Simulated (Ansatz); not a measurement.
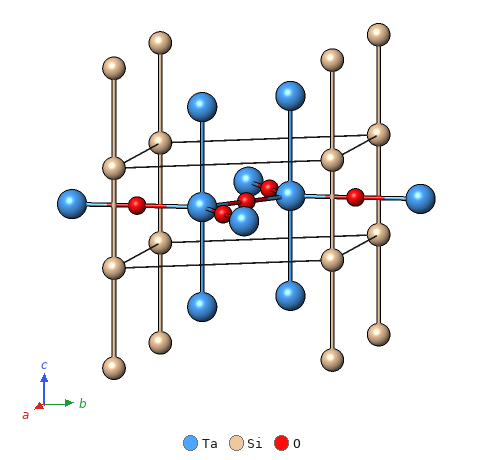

Shown here is a ball-and-stick view of the crystal, taken slightly off an axis. The frame is the simulation cell; atoms at its boundary are shown with their periodic copies. The bonded neighbours beyond the faces are included.

```yaml
crystal:
  lattice:
    - [6.58438, 0.00000, 0.00000]
    - [-3.29219, 5.70224, 0.00000]
    - [0.00000, 0.00000, 2.87870]
  atoms:
    - { symbol: Ta, position: [0.33333, 0.66667, 0.50000] }
    - { symbol: Ta, position: [0.66667, 0.33333, 0.50000] }
    - { symbol: Si, position: [0.00000, 0.00000, 0.00000] }
    - { symbol: O, position: [0.50000, 0.00000, 0.50000] }
    - { symbol: O, position: [0.00000, 0.50000, 0.50000] }
    - { symbol: O, position: [0.50000, 0.50000, 0.50000] }
```

Electronic-structure method: Ansatz 0.2.0, DFT PBE, scalar-relativistic, plane waves, PAW. Parameters: plane waves up to 420 eV, k-points on a 6×6×14 grid, Gaussian smearing of 0.1 eV, no spin polarisation.

Question: State the Bader charges by element.

Answer: Ta +1.82 e; Si -0.08 e; O -1.19 e.

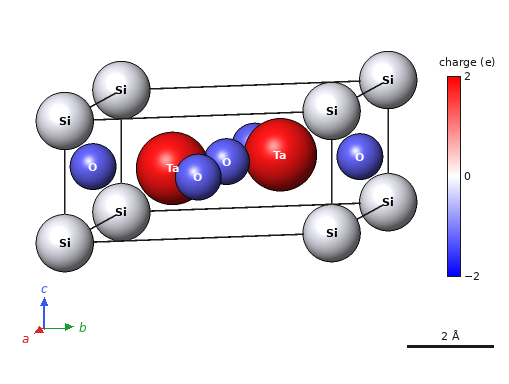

The atoms coloured by those charges.

Provenance: a random cell made by a generator, so it need not be a real form of the compound. Earlier steps of the study may have refined or changed the cell and positions. It went into a calculation with Ansatz.
